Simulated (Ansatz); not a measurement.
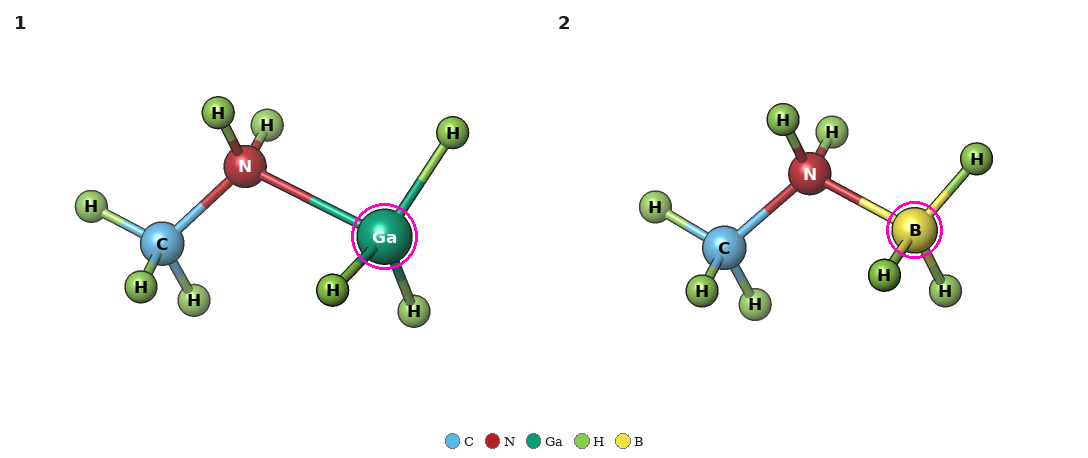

2 molecules with one skeleton, seen from the same side and at one scale; the atom that differs is circled. Each species is neutral and a spin singlet. Computed geometries: PBE0-D4/def2-TZVP optimisations, one conformation each. Properties computed with Ansatz 0.2.0.

One atom differs, called X below: Ga in panel 1, B in panel 2. Their formulas are CH8GaN (`C[NH2+][GaH3-]`), CH8BN (`[BH3-][NH2+]C`).

### In which is the length of X–N larger (PBE0-D4/def2-TZVP)?

In panel 1 (X = Ga).

### In which is the HOMO–LUMO gap larger (revPBE-D4/def2-TZVPP)?

In panel 2 (X = B).

Give the values. With PBE0-D4/def2-TZVP: mean length of X–H (Å), length of X–N (Å), mean angle N–X–H (°). With revPBE-D4/def2-TZVPP: HOMO energy (Kohn–Sham orbital) (eV), HOMO–LUMO gap (eV). With ωB97M-V/def2-TZVPP: dipole moment (D).

| quantity | 1 (Ga) | 2 (B) | 2 − 1 |
| --- | --- | --- | --- |
| mean length of X–H (Å) | 1.583 | 1.214 | −0.369 |
| length of X–N (Å) | 2.133 | 1.626 | −0.507 |
| mean angle N–X–H (°) | 98.5 | 105.5 | +7.0 |
| HOMO energy (Kohn–Sham orbital) (eV) | −6.18 | −6.35 | −0.17 |
| HOMO–LUMO gap (eV) | 5.44 | 5.80 | +0.36 |
| dipole moment (D) | 5.06 | 5.38 | +0.32 |
